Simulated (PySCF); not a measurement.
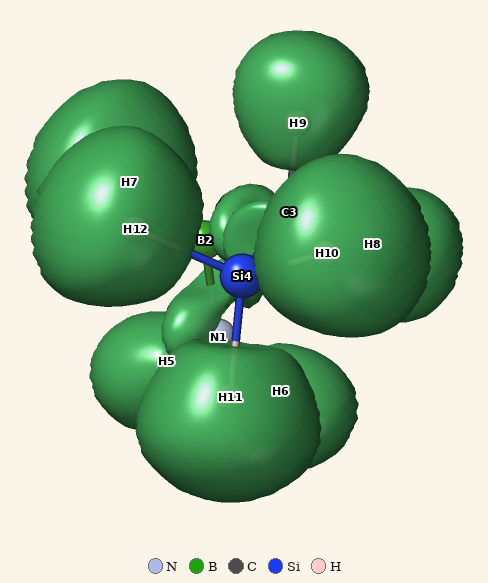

Figure 1: CH₈BNSi. Isosurface of the electron localisation function at 0.85 (green), seen at an oblique angle. Core shells and regions of very low density are left out.

Geometry: GFN2-xTB.

Theory: PySCF 2.14.0, PBE0/pcSseg-1, SCF density, gas phase, non-relativistic.

The calculation's input:

```
{"job": {"kind": "nmr", "xc": "PBE0", "basis": "pcSseg-1"}, "charge": 0, "multiplicity": 1}
N      1.930159     0.494629    -0.197331
B      1.024153    -0.117558     0.651499
C     -0.215012    -0.881492     0.048846
Si    -1.696135     0.283739    -0.197469
H      2.726238     1.026250     0.111252
H      1.846945     0.469088    -1.200431
H      1.195321    -0.024469     1.809160
H      0.019901    -1.324364    -0.920989
H     -0.538995    -1.696973     0.695902
H     -2.795734    -0.456286    -0.831099
H     -1.331602     1.402363    -1.076793
H     -2.164040     0.824385     1.081425
```

Run with:

```sh
OMP_NUM_THREADS=1 python probes_run.py task.json out
```

Identify the bonds, lone pairs and shells in this picture.

Answer. The ELF exceeds this value in one region between bonded B–C atoms (shared pairs), one region between bonded B–N atoms (shared pairs), one region between bonded C–Si atoms (shared pairs) and eight regions around hydrogen nuclei. Along the contacts the grid gives the following. B–N (1.38 Å): the ELF peaks at about 0.90 between the atoms; a polar covalent bond. C–B (1.58 Å): the ELF peaks at about 0.95 between the atoms; a shared electron pair.
